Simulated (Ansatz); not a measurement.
**BBrClF (bromochlorofluoroborane): PBE/aug-cc-pVDZ**

Aim: the vertical singlet–triplet gap of BBrClF (bromochlorofluoroborane) at PBE/aug-cc-pVDZ, from 2 runs. 

The calculation is run with Ansatz 0.2.0.

32 further runs of the same task are left out: 32 set aside as unsound or not needed.

## 1. The molecule

The species is BBrClF (4 atoms), meant as a singlet with charge 0. SMILES: `FB(Cl)Br`. The coordinates come from a PBE0-D4/def2-TZVP relaxation.

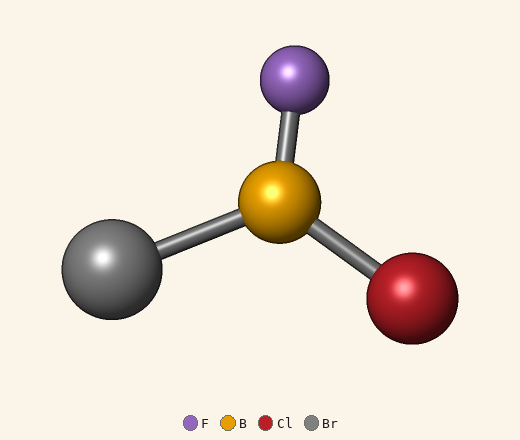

The structure, seen from a chosen angle (fluorine purple, boron amber, chlorine red, bromine grey).

## 2. The energy at PBE/aug-cc-pVDZ

The input, input.yaml:

```yaml
crystal:
  periodic: [false, false, false]
  atoms:
    - symbol: F
      position_ang: [-0.037800, -1.335000, -0.542400]
    - symbol: B
      position_ang: [0.000500, -0.136300, -0.018100]
    - symbol: Cl
      position_ang: [-0.369900, 0.071000, 1.666000]
    - symbol: Br
      position_ang: [0.462600, 1.340100, -1.125800]
basis:
  gaussian:
    orbitals: aug-cc-pVDZ
hamiltonian:
  xc: pbe
accuracy: high
output: {orbitals: {seedname: orbitals}}
```

Launch:

```console
$ ansatz run input.yaml --threads 1 --pin off --max-ram 2610MiB --events-out events.jsonl --progress --plain --runs-dir runs
```

The program printed:

```text
Warning: RAYON_NUM_THREADS=1 ignored (pool sized by the plan → 1); use --threads N
Functional definition: PBE
  name "PBE"
  parameter kappa = 0.804
  parameter beta = 0.06672455060314922
  exchange = pbe_x(kappa = kappa, mu = beta*pi^2/3)
  correlation = pbe_c(beta = beta)
2109 factors; integrals over basis functions are off by at most 4.3e-9 eV
mean field evaluation 1: about -85944.2077 eV, gradient 3.3e1 eV
mean field evaluation 2: about -85937.7356 eV, gradient 6.9e1 eV
mean field evaluation 4: about -85946.3172 eV, gradient 2.9e0 eV
mean field evaluation 8: about -85946.3377 eV, gradient 7.0e-2 eV
mean field evaluation 16: about -85946.3377 eV, gradient 3.1e-6 eV
mean field -85946.33773015 eV, -3158.4696550629 hartree, gradient 1.1e-8 eV, S^2 0.000000; 0 other end points of the search recorded, 0 dependent functions left out
reference -85946.33773516 eV, -3158.4696552470 hartree; 33, 33 occupied and 76, 76 virtual orbitals, 2109 factors
Total energy: -85946.33773516 eV, -3158.4696552470 hartree
```

It took 12 s on 1 thread of Arm Neoverse V2, shared host; peak memory 0.29 GiB.

## 3. The triplet

The input, molecule.yaml:

```yaml
crystal:
  periodic: [false, false, false]
  atoms:
    - symbol: F
      position_ang: [-0.037800, -1.335000, -0.542400]
    - symbol: B
      position_ang: [0.000500, -0.136300, -0.018100]
    - symbol: Cl
      position_ang: [-0.369900, 0.071000, 1.666000]
    - symbol: Br
      position_ang: [0.462600, 1.340100, -1.125800]
basis:
  gaussian:
    orbitals: aug-cc-pVDZ
magnetization:
  spin_polarized: true
  initial_magnetization: 2
hamiltonian:
  xc: pbe
accuracy: high
output:
  orbitals: {seedname: orbitals}
```

Launch:

```console
$ ansatz run molecule.yaml --threads 1 --pin off --max-ram 2610MiB --events-out events.jsonl --progress --plain --runs-dir runs
```

The program printed, cut to the lines that bear on the results:

```text
Warning: RAYON_NUM_THREADS=1 ignored (pool sized by the plan → 1); use --threads N
[... 6 set-up lines as earlier in the session ...]
2109 factors; integrals over basis functions are off by at most 4.3e-9 eV
mean field evaluation 1: about -85935.0601 eV, gradient 3.3e1 eV
mean field evaluation 2: about -85887.8583 eV, gradient 1.0e2 eV
mean field evaluation 4: about -85938.0877 eV, gradient 1.7e1 eV
mean field evaluation 8: about -85940.6797 eV, gradient 1.1e-1 eV
mean field evaluation 16: about -85940.6778 eV, gradient 1.6e-4 eV
mean field evaluation 32: about -85938.4500 eV, gradient 9.3e0 eV
mean field evaluation 64: about -85940.4259 eV, gradient 3.3e-1 eV
mean field -85940.67776089 eV, -3158.2616550292 hartree, gradient 3.5e-8 eV, S^2 2.003476; 8 other end points of the search recorded, 0 dependent functions left out
reference -85940.67776657 eV, -3158.2616552378 hartree; 34, 32 occupied and 75, 77 virtual orbitals, 2109 factors
Total energy: -85940.67776657 eV, -3158.2616552378 hartree
```

It took 42 s on 1 thread of Arm Neoverse V2, shared host; peak memory 0.4 GiB.

## 4. Results

Level: PBE/aug-cc-pVDZ.

```
                                        quantity           value
                           singlet: total energy  -3158.46966 Eh
                            singlet: HOMO energy        -7.55 eV
                            singlet: LUMO energy        -2.23 eV
                          singlet: HOMO–LUMO gap         5.31 eV
                           triplet: total energy  -3158.26166 Eh
     triplet: HOMO energy (highest over α and β)        -2.01 eV
                                   triplet: ⟨S²⟩           2.003
vertical energy of the triplet above the singlet        5.660 eV
```

At this shape the triplet lies 5.66 eV (546 kJ/mol) above the singlet.
